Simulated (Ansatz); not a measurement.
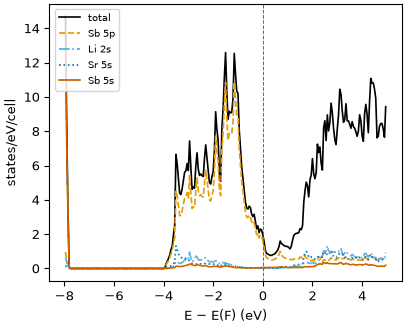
Fig. 1. Total and projected density of states of Sr3Li4Sb4 in space group Immm (No. 71; Pearson symbol oI22), LDA (plane waves, PAW; program Ansatz)

**Question.** Which orbitals carry the states next to the Fermi level?

**Answer.** Within 0.5 eV of the Fermi level: Sb 5p 81 %, outside the projected shells 14 %. Projections are on Löwdin-orthogonalised atomic valence shells; empty p or d shells of many metals are not among them.

The workflow started from an entry of the Crystallography Open Database (COD). Its standing as an ambient phase is unchecked. The cell was relaxed with LDA under the symmetry of its start; its stability against distortions is not shown here. Scalar-relativistic: spin–orbit coupling is off unless named, which matters more the heavier the elements.

Potentials: the later of the program's two PAW sets.
